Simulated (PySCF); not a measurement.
# BH3O (BH2(OH)): QCISD(T)/STO-3G

Aim: the energy change on altering one bond length of BH3O (BH2(OH)) at QCISD(T)/STO-3G, from 2 runs. Input form: a Python script.

The results are computed with PySCF 2.14.0.

8 further runs of the same task are left out: 8 set aside as unsound or not needed.

### 1 Starting point

The species is BH3O (5 atoms), meant as a singlet with charge 0. SMILES: `[H]B([H])O`. The coordinates come from a GFN2-xTB relaxation.

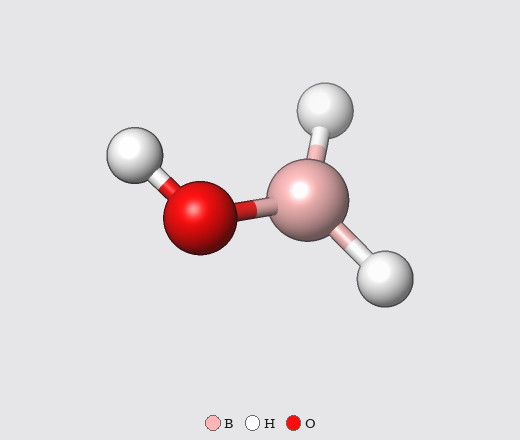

The structure, seen from a chosen angle (boron pink, hydrogen white, oxygen red).

### 2 The energy at QCISD(T)/STO-3G

job.py

```python
from pyscf import gto, cc

system = gto.M(
    atom=[
    ('B', (0.270970, 0.302480, -0.108500)),
    ('H', (1.403550, 0.390040, -0.395610)),
    ('H', (-0.432910, 1.251360, -0.080700)),
    ('O', (-0.159420, -0.918700, 0.174490)),
    ('H', (-1.082200, -1.025180, 0.410320)),
],
    verbose=3,
    spin=0,
    max_memory=1860,
    basis='sto-3g',
)

calc0 = system.RHF()
calc0.conv_tol = 1e-10
calc0.kernel()
if not calc0.converged:
    calc0 = calc0.newton().run(calc0.mo_coeff, calc0.mo_occ)

mycc = cc.QCISD(calc0, frozen=2)
mycc.kernel()
e_t = mycc.qcisd_t()
energy = mycc.e_tot + e_t
print('Final energy', energy)
```

On the command line:

```bash
$ OMP_NUM_THREADS=1 python job.py
```

What it wrote:

```text
converged SCF energy = -99.9843806969804
E(QCISD) = -100.0906086870857  E_corr = -0.1062279901053516
QCISD(T) correction = -0.00207940338220349
Final energy -100.09268809046793
```

Wall time 0.6 s (1 thread of Arm Neoverse V2, shared host); peak memory 0.12 GiB.

### 3 The distorted shape

run.py

```python
from pyscf import gto, cc

mol = gto.M(
    atom='''
B    0.357035   0.546678  -0.165089
H    1.489615   0.634238  -0.452199
H   -0.346845   1.495558  -0.137289
O   -0.159420  -0.918700   0.174490
H   -1.082200  -1.025180   0.410320
''',
    basis='sto-3g',
    max_memory=1860,
    verbose=3,
)

calc0 = mol.RHF()
calc0.conv_tol = 1e-10
calc0.kernel()
if not calc0.converged:
    calc0 = calc0.newton().run(calc0.mo_coeff, calc0.mo_occ)

mycc = cc.QCISD(calc0, frozen=2)
mycc.kernel()
e_t = mycc.qcisd_t()
e_tot = mycc.e_tot + e_t
print('E(%s) = %.9f' % ('QCISD(T)', e_tot))
```

On the command line:

```bash
$ OMP_NUM_THREADS=1 python run.py
```

What it wrote:

```text
converged SCF energy = -99.9334720856939
E(QCISD) = -100.0479505604888  E_corr = -0.1144784747948552
QCISD(T) correction = -0.00260166893327584
E(QCISD(T)) = -100.050552229
```

It took 0.6 s on 1 thread of Arm Neoverse V2, shared host; peak memory 0.12 GiB.

### 4 Results

Level: QCISD(T)/STO-3G, 2 core orbitals frozen.

| quantity | value |
| --- | --- |
| first shape: total energy | -100.09269 Eh |
| first shape: dipole moment (Hartree–Fock density) | 1.64 D |
| first shape: HOMO energy (Hartree–Fock orbitals) | -10.63 eV |
| first shape: LUMO energy (Hartree–Fock orbitals) | 8.52 eV |
| first shape: HOMO–LUMO gap (Hartree–Fock orbitals) | 19.15 eV |
| first shape: correlation energy (2 core orbitals frozen) | -108.3 mEh |
| first shape: (T) correction | -2.08 mEh |
| first shape: T1 diagnostic | 0.023 |
| distorted shape: total energy | -100.05055 Eh |
| distorted shape: dipole moment (Hartree–Fock density) | 1.33 D |
| distorted shape: HOMO energy (Hartree–Fock orbitals) | -10.27 eV |
| distorted shape: LUMO energy (Hartree–Fock orbitals) | 6.98 eV |
| distorted shape: HOMO–LUMO gap (Hartree–Fock orbitals) | 17.25 eV |
| distorted shape: correlation energy (2 core orbitals frozen) | -117.1 mEh |
| distorted shape: (T) correction | -2.60 mEh |
| distorted shape: T1 diagnostic | 0.040 |
| energy change with the B1–O4 bond stretched from 1.325 to 1.590 Å | 1.147 eV |

In words: With the B1–O4 bond stretched from 1.325 to 1.590 Å the energy rises by 1.15 eV (26 kcal/mol). The first shape isn't relaxed at this level, so the change isn't measured from a minimum. The minimal basis adds a large error of its own. The T1 diagnostic (first shape) of 0.023 is above the customary mark for such species, so a single reference may not serve. Mulliken charges (first shape) of the mean-field density run from -0.35 on O4 to +0.29 on B1. The triples (first shape) make up 1.9 % of the correlation energy. The T1 diagnostic (distorted shape) of 0.040 is above the customary mark for such species, so a single reference may not serve. The triples (distorted shape) make up 2.2 % of the correlation energy.
